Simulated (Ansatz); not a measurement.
C2H6GaOP

```yaml
atoms:
  - { symbol: P, position_ang: [-0.7798, 2.0844, 2.1289] }
  - { symbol: Ga, position_ang: [-0.1239, 0.5413, 0.5046] }
  - { symbol: C, position_ang: [0.9473, -0.9863, -0.2441] }
  - { symbol: C, position_ang: [0.2446, -0.6083, -1.5718] }
  - { symbol: O, position_ang: [-0.5943, 0.5158, -1.2710] }
  - { symbol: H, position_ang: [-2.1517, 1.9958, 1.7319] }
  - { symbol: H, position_ang: [-0.9008, 1.0753, 3.1364] }
  - { symbol: H, position_ang: [2.0394, -0.8489, -0.2386] }
  - { symbol: H, position_ang: [0.7096, -1.9872, 0.1467] }
  - { symbol: H, position_ang: [0.9748, -0.3373, -2.3585] }
  - { symbol: H, position_ang: [-0.3651, -1.4445, -1.9645] }
```

The calculation used RKS B3LYP/def2-SVP in Ansatz.

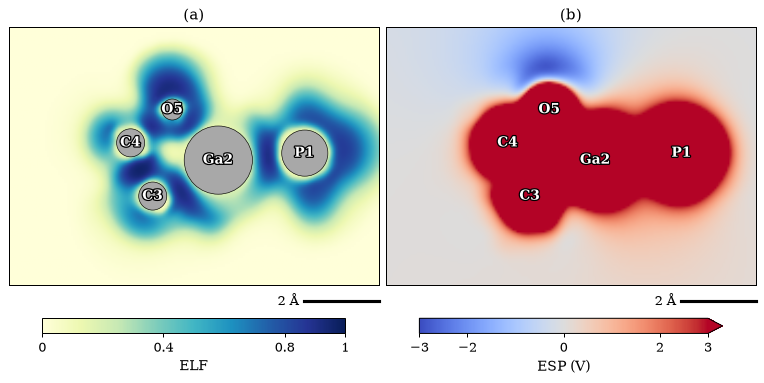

Figure 1. (a) ELF; (b) electrostatic potential on the plane of atoms C3, C4 and O5. Grey discs cover the atomic cores in the ELF map.

What does the map show?

Answer. Atoms in the plane: P, Ga, C and O.
C–O (1.43 Å): the ELF peaks at about 0.90 between the atoms, as expected for a polar covalent bond.
C–C (1.55 Å): the ELF peaks at about 0.95 between the atoms; localised, covalent bonding.
Ga–O (1.84 Å): the ELF peaks at about 0.85 in the valence shell of O, 0.6 Å from its nucleus, and is about 0.25 at the midpoint.
C–Ga (2.01 Å): the ELF peaks at about 0.90 in the valence shell of C, 0.7 Å from its nucleus, and is about 0.55 at the midpoint.
Ga–P (2.33 Å): the ELF peaks at about 0.90 in the valence shell of P, 1.0 Å from its nucleus, and is about 0.80 at the midpoint.
The ELF also peaks beside P1 and O5, away from the bonds: lone-pair regions.
Outside the dense part of the molecule the potential is most negative (−2.8 V) near O5.

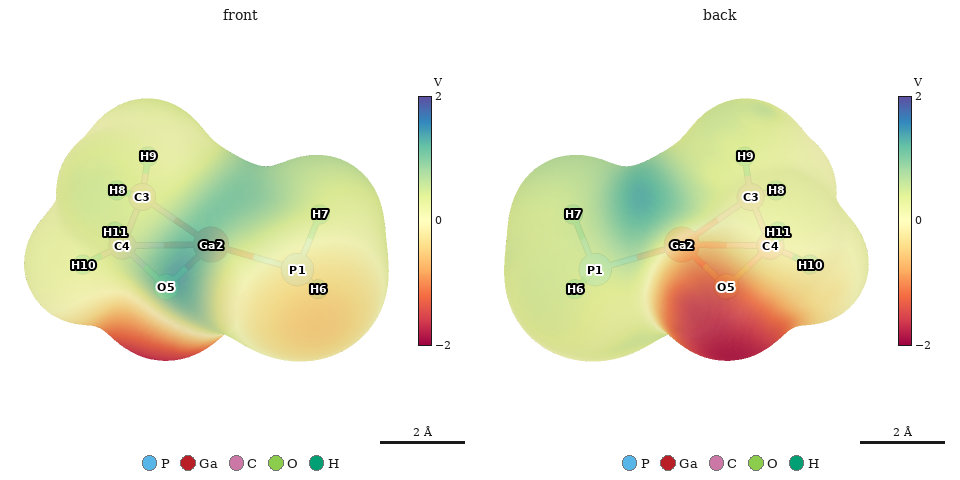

Figure 2. The electrostatic potential painted on the density surface at 0.001 e/bohr³, seen from the front and from behind; the colour scale runs from red (negative) to blue (positive).

Describe the electrostatic potential map.

Answer. The most negative region (about −1.8 V, or −42 kcal/mol for a unit charge) lies over O5, the most positive (about +1.3 V, or +30 kcal/mol for a unit charge) over Ga2. O5 is the likeliest acceptor of a hydrogen bond.

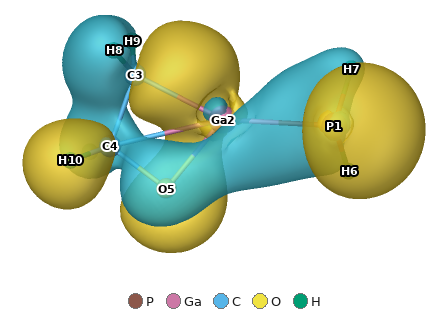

Figure 3. The HOMO at ±0.06 Å⁻³ᐟ² (yellow and cyan are the two phases), seen across its widest extent.

What is the character of this orbital?

Answer. It lies mainly on O5 (about 30 %), P1 (about 20 %), C3 (about 15 %), Ga2 (about 15 %) and C4 (about 5 %). Its energy is −6.90 eV.
